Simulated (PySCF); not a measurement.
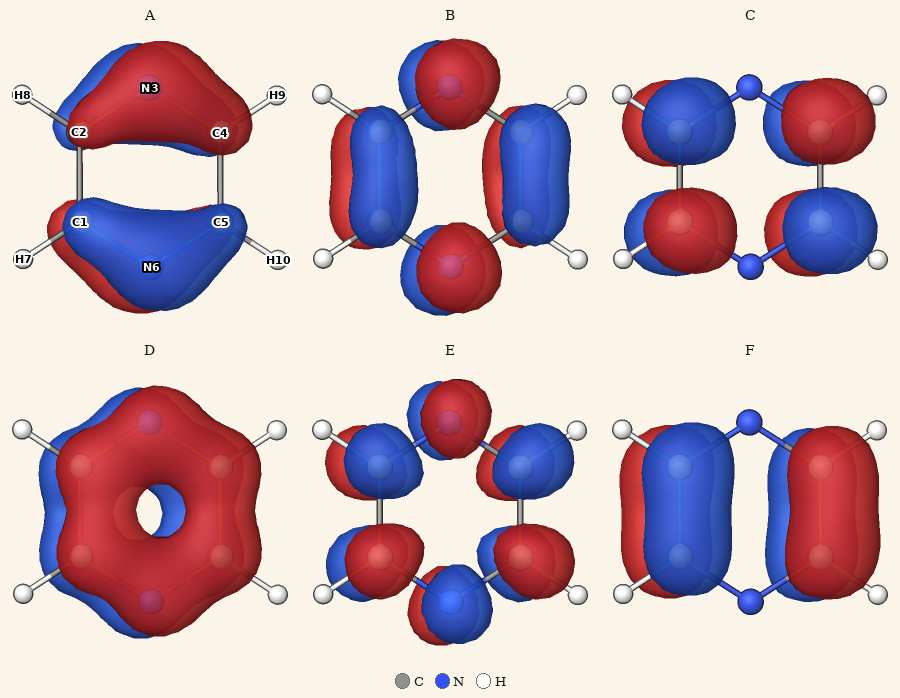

Figure. C₄H₄N₂, SMILES `c1cnccn1`. Natural orbitals of the π active space, CASSCF(6,6), singlet state, in random order.

Method: cc-pVDZ basis; geometry: GFN2-xTB; program: PySCF. No frequency check shows the geometry to be a minimum.

The calculation's input:

```python
import numpy as np
from pyscf import gto, scf, dft, mcscf, mrpt
from pyscf.mcscf import avas

def solve(mol, dm0=None, hcore=None):
    mf = scf.ROHF(mol) if mol.spin else scf.RHF(mol)
    mf = mf.density_fit(auxbasis='def2-universal-jkfit')
    mf.conv_tol, mf.max_cycle = 1e-8, 80
    if hcore is not None:
        mf.get_hcore = lambda *args: hcore
    mf.kernel(dm0)
    if not mf.converged:
        mf = mf.newton().run(mf.mo_coeff, mf.mo_occ, max_cycle=30)
    assert mf.converged, 'SCF not converged'
    return mf

mol = gto.M(atom='''
C      1.12172     0.70663     0.00000
C      1.13647    -0.68266     0.00000
N      0.01601    -1.38591     0.00000
C     -1.12172    -0.70663     0.00000
C     -1.13647     0.68266     0.00000
N     -0.01601     1.38591     0.00000
H      2.03092     1.29201     0.00000
H      2.05788    -1.24862     0.00000
H     -2.03092    -1.29201     0.00000
H     -2.05788     1.24862     0.00000
''', basis='cc-pvdz', charge=0, spin=0, verbose=4)
mf = solve(mol)
ncas, nel, orbs = avas.avas(mf, ['C 2pz', 'N 2pz'], threshold=0.5, openshell_option=3)
print('active space', nel, ncas)
assert 2 <= ncas <= 10, 'active space too large or empty'
mc = mcscf.CASSCF(mf, ncas, nel)
mc.natorb, mc.max_cycle_macro = True, 60
mc.fix_spin_(ss=mol.spin / 2 * (mol.spin / 2 + 1))
mc.kernel(orbs)
occ = mc.mo_occ[mc.ncore:mc.ncore + ncas]
print('natural occupations', occ.round(4))
e2 = mrpt.NEVPT(mc).kernel()
out = dict(c=mc.mo_coeff[:, mc.ncore:mc.ncore + ncas], occ=occ, e=mc.e_tot, e2=e2, ehf=mf.e_tot, ok=mc.converged, nel=nel, w0=abs(mc.ci).max() ** 2, dm=mc.make_rdm1())
# the other spin state at the same geometry
other = mol.copy().set(spin=2).build()
mo = scf.ROHF(other).density_fit(auxbasis='def2-universal-jkfit').run()
na = (nel + other.spin) // 2
m2 = mcscf.CASSCF(mo, ncas, (na, nel - na))
m2.natorb = True
m2.fix_spin_(ss=other.spin / 2 * (other.spin / 2 + 1))
m2.kernel(mc.mo_coeff)
e2o = mrpt.NEVPT(m2).kernel()
print('other state above this one / eV: CASSCF', (m2.e_tot - mc.e_tot) * 27.211386, 'NEVPT2', (m2.e_tot + e2o - mc.e_tot - e2) * 27.211386)
np.savez('result.npz', eo=m2.e_tot, e2o=e2o, oko=m2.converged, occo=m2.mo_occ[mc.ncore:mc.ncore + ncas], co=m2.mo_coeff[:, mc.ncore:mc.ncore + ncas], **out)
```

Launched as:

```sh
OMP_NUM_THREADS=1 python input.py
```

The run took 34 s on 1 thread of Arm Neoverse V2 (shared host), peak memory 0.41 GiB.

**Which orbitals are strongly, which singly and which weakly occupied?**

Strongly: D (1.96), F (1.90), A (1.90). Weakly: B (0.11), C (0.10), E (0.04). Broadly, orbitals with more nodes between bonded atoms hold fewer electrons.

**How multiconfigurational is the state?**

The leading determinant weighs 0.88; the effective number of unpaired electrons, Σ n²(2−n)², is 0.16; the most occupied of the weakly occupied orbitals holds 0.11 e, as in an ordinary closed-shell π system. The active space lowers the energy by 2.20 eV against Hartree–Fock.

**Where does the lowest triplet lie relative to the singlet, at this geometry and within this active space?**

4.71 eV above it by strongly contracted NEVPT2 (+4.10 eV by CASSCF); a small basis tends to put such gaps a few tenths of an eV too high. This is a vertical energy for π states alone; a state that uses lone pairs or σ orbitals may lie lower.
